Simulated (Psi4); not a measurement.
## AlNH3O: single-point calculation (part 2 of 2)

Continued. System: AlNH3O, multiplicity 2. Method: CASSCF/6-31G*, ROHF (Psi4 1.11). A bond length was changed on purpose from its optimised value.

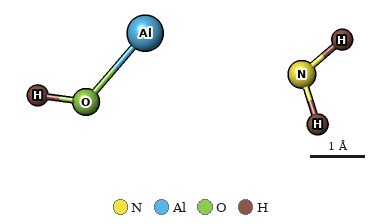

Fig. 1: The input geometry (ball-and-stick view, seen at an oblique angle). Sticks mark near contacts.

**Output, continued**
```
           Iter         Total Energy       Delta E   Orb RMS    CI RMS  NCI NORB
   @DF-MCSCF  1:   -372.941860753151   -1.2120e-02  1.26e-03  4.15e-07    9    1  Initial CI
      Warning! Maxstep = 0.60, scaling to 0.50
   @DF-MCSCF  2:   -372.959627216289   -1.7766e-02  1.22e-03  7.44e-07   12    1  TS
   @DF-MCSCF  3:   -372.962648426503   -3.0212e-03  7.83e-04  6.66e-07   11    1  TS
   @DF-MCSCF  4:   -372.963565361522   -9.1694e-04  5.06e-04  7.11e-07   10    1  TS, DIIS
   @DF-MCSCF  5:   -372.964470158691   -9.0480e-04  4.74e-04  2.68e-07   11    1  TS, DIIS
   @DF-MCSCF  6:   -372.966061730718   -1.5916e-03  6.19e-04  2.21e-07   11    1  TS, DIIS
   @DF-MCSCF  7:   -372.964115494215    1.9462e-03  5.42e-04  4.54e-07   11    1  TS, DIIS
   @DF-MCSCF  8:   -372.963813853061    3.0164e-04  4.34e-04  4.17e-07   11    1  TS, DIIS
   @DF-MCSCF  9:   -372.964714202461   -9.0035e-04  5.16e-04  1.58e-07   12    1  TS, DIIS
   @DF-MCSCF 10:   -372.964682063476    3.2139e-05  4.95e-04  1.98e-07    9    1  TS, DIIS
   @DF-MCSCF 11:   -372.964669008290    1.3055e-05  4.94e-04  4.55e-07    6    1  TS, DIIS
   @DF-MCSCF 12:   -372.965107306301   -4.3830e-04  6.17e-04  4.51e-07   10    1  TS, DIIS
   @DF-MCSCF 13:   -372.965336635199   -2.2933e-04  6.87e-04  2.55e-07   10    1  TS, DIIS
   @DF-MCSCF 14:   -372.965848767976   -5.1213e-04  8.03e-04  3.32e-07   10    1  TS, DIIS
   @DF-MCSCF 15:   -372.965867566355   -1.8798e-05  7.99e-04  7.05e-07    7    1  TS, DIIS
   @DF-MCSCF 16:   -372.964512882587    1.3547e-03  3.06e-04  2.96e-07   12    1  TS, DIIS
   @DF-MCSCF 17:   -372.964507045923    5.8367e-06  3.45e-04  2.45e-07   11    1  TS, DIIS
   @DF-MCSCF 18:   -372.964483630239    2.3416e-05  3.19e-04  1.61e-07   11    1  TS, DIIS
   @DF-MCSCF 19:   -372.965097545396   -6.1392e-04  3.23e-04  1.84e-07   11    1  TS, DIIS
   @DF-MCSCF 20:   -372.965396232686   -2.9869e-04  3.44e-04  2.77e-07    9    1  TS, DIIS
   @DF-MCSCF 21:   -372.964937529220    4.5870e-04  3.12e-04  2.05e-07   10    1  TS, DIIS
   @DF-MCSCF 22:   -372.964257155938    6.8037e-04  2.43e-04  3.02e-07   11    1  TS, DIIS
   @DF-MCSCF 23:   -372.964276761000   -1.9605e-05  2.89e-04  2.01e-07   12    1  TS, DIIS
   @DF-MCSCF 24:   -372.964489233770   -2.1247e-04  3.47e-04  1.89e-07   11    1  TS, DIIS
   @DF-MCSCF 25:   -372.964454082048    3.5152e-05  3.32e-04  2.67e-07   10    1  TS, DIIS
   @DF-MCSCF 26:   -372.964641019410   -1.8694e-04  3.40e-04  0.00e+00   12    1  TS, DIIS
   @DF-MCSCF 27:   -372.964387108120    2.5391e-04  3.04e-04  2.68e-07   11    1  TS, DIIS
   @DF-MCSCF 28:   -372.964465474597   -7.8366e-05  3.22e-04  1.45e-07   10    1  TS, DIIS
   @DF-MCSCF 29:   -372.964563035154   -9.7561e-05  2.91e-04  3.21e-07   11    1  TS, DIIS
   @DF-MCSCF 30:   -372.964810500141   -2.4746e-04  3.07e-04  0.00e+00   12    1  TS, DIIS
   @DF-MCSCF 31:   -372.964756833833    5.3666e-05  2.91e-04  2.41e-07    9    1  TS, DIIS
   @DF-MCSCF 32:   -372.964766760226   -9.9264e-06  2.74e-04  0.00e+00   12    1  TS, DIIS
   @DF-MCSCF 33:   -372.964783515362   -1.6755e-05  2.61e-04  1.85e-07   11    1  TS, DIIS
   @DF-MCSCF 34:   -372.966645982713   -1.8625e-03  6.58e-04  2.34e-07   12    1  TS, DIIS
      Warning! Maxstep = 0.67, scaling to 0.50
   @DF-MCSCF 35:   -372.966118714360    5.2727e-04  5.32e-04  5.86e-07   10    1  TS, DIIS
      Warning! Maxstep = 0.69, scaling to 0.50
   @DF-MCSCF 36:   -372.968050650979   -1.9319e-03  7.75e-04  4.64e-07   11    1  TS, DIIS
      Warning! Maxstep = 0.66, scaling to 0.50
   @DF-MCSCF 37:   -372.968498886327   -4.4824e-04  8.22e-04  7.44e-07    8    1  TS, DIIS
      Warning! Maxstep = 0.64, scaling to 0.50
   @DF-MCSCF 38:   -372.967675024658    8.2386e-04  7.12e-04  6.64e-07    9    1  TS, DIIS
      Warning! Maxstep = 0.69, scaling to 0.50
   @DF-MCSCF 39:   -372.968099300485   -4.2428e-04  7.19e-04  6.35e-07    9    1  TS, DIIS
      Warning! Maxstep = 0.68, scaling to 0.50
   @DF-MCSCF 40:   -372.966999373764    1.0999e-03  5.58e-04  5.89e-07   10    1  TS, DIIS
      Warning! Maxstep = 0.71, scaling to 0.50
   @DF-MCSCF 41:   -372.967046362755   -4.6989e-05  5.76e-04  3.81e-07    8    1  TS, DIIS
      Warning! Maxstep = 0.71, scaling to 0.50
   @DF-MCSCF 42:   -372.969049628635   -2.0033e-03  7.09e-04  4.75e-07   11    1  TS, DIIS
      Warning! Maxstep = 0.65, scaling to 0.50
   @DF-MCSCF 43:   -372.968379214107    6.7041e-04  7.11e-04  5.37e-07   10    1  TS, DIIS
      Warning! Maxstep = 0.66, scaling to 0.50
   @DF-MCSCF 44:   -372.970083103029   -1.7039e-03  7.06e-04  6.42e-07   11    1  TS, DIIS
      Warning! Maxstep = 0.61, scaling to 0.50
   @DF-MCSCF 45:   -372.970249446241   -1.6634e-04  7.41e-04  4.67e-07   10    1  TS, DIIS
      Warning! Maxstep = 0.59, scaling to 0.50
   @DF-MCSCF 46:   -372.970170567271    7.8879e-05  7.63e-04  5.30e-07    9    1  TS, DIIS
      Warning! Maxstep = 0.59, scaling to 0.50
   @DF-MCSCF 47:   -372.971088677543   -9.1811e-04  6.95e-04  4.53e-07   11    1  TS, DIIS
      Warning! Maxstep = 0.54, scaling to 0.50
   @DF-MCSCF 48:   -372.972891479845   -1.8028e-03  6.58e-04  0.00e+00   12    1  TS, DIIS
   @DF-MCSCF 49:   -372.972968151622   -7.6672e-05  6.96e-04  6.14e-07   11    1  TS, DIIS
   @DF-MCSCF 50:   -372.975153439064   -2.1853e-03  6.76e-04  0.00e+00   12    1  TS, DIIS
   @DF-MCSCF 51:   -372.975092041853    6.1397e-05  6.09e-04  4.41e-07   11    1  TS, DIIS
   @DF-MCSCF 52:   -372.975257562833   -1.6552e-04  6.12e-04  5.62e-07   12    1  TS, DIIS
   @DF-MCSCF 53:   -372.975241005605    1.6557e-05  6.10e-04  3.39e-07    8    1  TS, DIIS
   @DF-MCSCF 54:   -372.975651071595   -4.1007e-04  6.62e-04  0.00e+00   12    1  TS, DIIS
   @DF-MCSCF 55:   -372.975252069681    3.9900e-04  5.53e-04  4.37e-07   12    1  TS, DIIS
   @DF-MCSCF 56:   -372.974845835642    4.0623e-04  5.20e-04  3.55e-07   11    1  TS, DIIS
   @DF-MCSCF 57:   -372.974831307087    1.4529e-05  4.36e-04  0.00e+00   12    1  TS, DIIS
   @DF-MCSCF 58:   -372.975511015673   -6.7971e-04  4.40e-04  0.00e+00   12    1  TS, DIIS
   @DF-MCSCF 59:   -372.975806260918   -2.9525e-04  4.70e-04  4.38e-07   11    1  TS, DIIS
   @DF-MCSCF 60:   -372.975289290752    5.1697e-04  4.37e-04  0.00e+00   12    1  TS, DIIS
   @DF-MCSCF 61:   -372.975533790270   -2.4450e-04  3.76e-04  0.00e+00   12    1  TS, DIIS
   @DF-MCSCF 62:   -372.975614848017   -8.1058e-05  3.30e-04  0.00e+00   12    1  TS, DIIS
   @DF-MCSCF 63:   -372.975831974847   -2.1713e-04  3.28e-04  0.00e+00   12    1  TS, DIIS
   @DF-MCSCF 64:   -372.975862316108   -3.0341e-05  3.25e-04  3.24e-07    8    1  TS, DIIS
   @DF-MCSCF 65:   -372.976101681822   -2.3937e-04  3.81e-04  0.00e+00   12    1  TS, DIIS
   @DF-MCSCF 66:   -372.976008196562    9.3485e-05  3.40e-04  2.73e-07   11    1  TS, DIIS
   @DF-MCSCF 67:   -372.976549864555   -5.4167e-04  2.64e-04  0.00e+00   12    1  TS, DIIS
   @DF-MCSCF 68:   -372.976767110537   -2.1725e-04  1.95e-04  0.00e+00   12    1  TS, DIIS
   @DF-MCSCF 69:   -372.976935250978   -1.6814e-04  1.45e-04  0.00e+00   12    1  TS, DIIS
   @DF-MCSCF 70:   -372.977077639898   -1.4239e-04  1.41e-04  0.00e+00   12    1  TS, DIIS
   @DF-MCSCF 71:   -372.977042033712    3.5606e-05  9.56e-05  0.00e+00   12    1  TS, DIIS
   @DF-MCSCF 72:   -372.977084286342   -4.2253e-05  8.71e-05  0.00e+00   12    1  TS, DIIS
   @DF-MCSCF 73:   -372.977095492196   -1.1206e-05  7.51e-05  0.00e+00   12    1  TS, DIIS
   @DF-MCSCF 74:   -372.977096626008   -1.1338e-06  6.72e-05  0.00e+00   12    1  TS, DIIS
   @DF-MCSCF 75:   -372.977085598664    1.1027e-05  4.79e-05  0.00e+00   12    1  TS, DIIS
   @DF-MCSCF 76:   -372.977078938489    6.6602e-06  3.21e-05  0.00e+00   12    1  TS, DIIS
   @DF-MCSCF 77:   -372.977074151184    4.7873e-06  1.55e-05  0.00e+00   12    1  TS, DIIS
   @DF-MCSCF 78:   -372.977073639535    5.1165e-07  1.00e-05  0.00e+00   12    1  TS, DIIS

          @DF-MCSCF has converged!

   @DF-MCSCF Final Energy: -372.977073639535206

   Computing CI Natural Orbitals

   ==> Starting CI iterations <==

    H0 Block Eigenvalue = -372.97617890

    Simultaneous Expansion Method (Block Davidson Method)
    Using 1 initial trial vectors

     Iter   Root       Total Energy       Delta E      C RMS

   @CI  0:     0   -372.976178904302   -1.2041E+01   4.8112E-02
   @CI  1:     0   -372.977030374730   -8.5147E-04   8.9825E-03
   @CI  2:     0   -372.977068660368   -3.8286E-05   3.2333E-03
   @CI  3:     0   -372.977073278763   -4.6184E-06   7.4423E-04
   @CI  4:     0   -372.977073570989   -2.9223E-07   3.2834E-04 c

   ==> Energetics <==

    SCF energy =         -372.929740653300200
    Total MCSCF energy = -372.977073639535206

   ==> MCSCF root 0 information <==

    MCSCF Root 0 energy =  -372.977073570989205

   Active Space Natural occupation numbers:

         A   1.997467         A   1.986917         A   1.892031
         A   1.000167         A   0.054001         A   0.043923
         A   0.013940         A   0.011554

   The 20 most important determinants:

    *   1   -0.968098  (    0,    0)  13AX 14AX 15AX 16AA
    *   2   -0.163209  (    2,    4)  13AX 14AX 16AA 17AX
    *   3   -0.145133  (    6,   10)  13AX 14AX 16AA 18AX
    *   4   -0.073598  (   36,   35)  13AX 14AX 16AA 20AX
    *   5   -0.070780  (   17,   21)  13AX 15AX 16AA 19AX
    *   6    0.028336  (   15,    2)  13AX 14AA 15AX 16AB 19AA
    *   7   -0.024362  (   15,    3)  13AA 14AX 15AX 16AB 19AA
    *   8    0.017080  (    5,    3)  13AA 14AX 15AX 16AB 18AA
    *   9    0.014176  (    0,   21)  13AX 14AA 15AX 16AA 19AB
    *  10    0.014160  (   17,    0)  13AX 14AB 15AX 16AA 19AA
    *  11   -0.012217  (   18,    0)  13AB 14AX 15AX 16AA 19AA
    *  12   -0.012145  (    0,   22)  13AA 14AX 15AX 16AA 19AB
    *  13   -0.011924  (   22,   26)  13AX 16AA 17AX 19AX
    *  14   -0.011020  (   17,   12)  13AA 14AB 15AX 16AA 18AB 19AA
    *  15   -0.010756  (   28,   30)  13AX 16AA 18AX 19AX
    *  16   -0.009264  (    8,   21)  13AB 14AA 15AX 16AA 18AA 19AB
    *  17   -0.008572  (   35,    3)  13AA 14AX 15AX 16AB 20AA
    *  18    0.008544  (    0,   12)  13AA 14AX 15AX 16AA 18AB
    *  19    0.008536  (    8,    0)  13AB 14AX 15AX 16AA 18AA
    *  20   -0.008468  (    0,   32)  13AA 14AA 15AX 16AA 18AB 19AB

Properties will be evaluated at   0.000000,   0.000000,   0.000000 [a0]

Properties computed using the CASSCF density matrix

 Multipole Moments:

 ------------------------------------------------------------------------------------
     Multipole            Electronic (a.u.)      Nuclear  (a.u.)        Total (a.u.)
 ------------------------------------------------------------------------------------

 L = 1.  Multiply by 2.5417464519 to convert [e a0] to [Debye]
 Dipole X            :          2.9332274           -3.6509099           -0.7176825
 Dipole Y            :          1.5099450           -1.5215023           -0.0115573
 Dipole Z            :          1.1863138           -1.6612108           -0.4748970
 Magnitude           :                                                    0.8606561

 ------------------------------------------------------------------------------------
```

**Standard output**
```
total energy -372.97707357 hartree = -10149.22312 eV
CI CORRELATION ENERGY                              -0.0473329177
CI ROOT 0 CORRELATION ENERGY                       -0.0473329177
CI ROOT 0 TOTAL ENERGY                           -372.9770735710
CI TOTAL ENERGY                                  -372.9770735710
CURRENT CORRELATION ENERGY                         -0.0473329177
CURRENT ENERGY                                   -372.9770735710
CURRENT REFERENCE ENERGY                         -372.9297406533
DD SOLVATION ENERGY                                 0.0000000000
DETCI AVG DVEC NORM                                 0.0003283436
FCI CORRELATION ENERGY                             -0.0473329177
FCI TOTAL ENERGY                                 -372.9770735710
HF KINETIC ENERGY                                 372.9537490491
HF POTENTIAL ENERGY                              -745.8834897024
HF TOTAL ENERGY                                  -372.9297406533
HF VIRIAL RATIO                                     1.9999356263
MCSCF TOTAL ENERGY                               -372.9770735710
NUCLEAR REPULSION ENERGY                           75.6689155810
ONE-ELECTRON ENERGY                              -667.9275650749
PCM POLARIZATION ENERGY                             0.0000000000
PE ENERGY                                           0.0000000000
SCF ITERATION ENERGY                             -372.9297406533
SCF ITERATIONS                                     17.0000000000
SCF TOTAL ENERGY                                 -372.9297406533
TWO-ELECTRON ENERGY                               219.3289088407
```

The run was set up as follows.

**Input file (calc.py)**
```python
import psi4

psi4.set_memory('1600 MB')
psi4.set_num_threads(1)
psi4.set_output_file('run.log', False)

m = psi4.geometry("""
0 2
N     -2.139141    -0.048671    -1.425979
Al     0.595200     0.601300     0.070700
O      1.194100    -0.618500     1.101200
H     -2.649541    -0.912471    -1.322379
H     -2.609941     0.572729    -2.061979
H      2.005700    -0.525100     1.596800
units angstrom
symmetry c1
""")

psi4.set_options({
    'basis': '6-31G*',
    'reference': 'rohf',
    'puream': True,
    'scf_type': 'df',
    'restricted_docc': [12],
    'active': [8],
    'mcscf_type': 'df',
    'mcscf_maxiter': 80,
    'mcscf_r_convergence': 0.0001,
    'mcscf_e_convergence': 1e-06,
    'nat_orbs': True,
    'maxiter': 100,
})

result = psi4.energy("casscf", molecule=m)
print(f'total energy {result:.8f} hartree = {result * 27.211386:.5f} eV')
for k, v in sorted(psi4.core.scalar_variables().items()):
    print(f'{k:45s} {v:18.10f}')
```

Launch command:
```bash
python calc.py
```

**Key numbers**

```tsv
quantity	value
outcome	converged
total energy	−372.977074 hartree
SCF energy	−372.929741 hartree
CASSCF energy	−372.977074 hartree
correlation energy	−0.047333 hartree
basis functions	52
hardware	1 thread of Intel Xeon (Sapphire Rapids), 16 GiB of memory available, shared host
wall time	37 s
peak memory	0.2 GiB
```

**Notes**

Further notes kept with the run: active space taken by orbital order; may be a local solution.
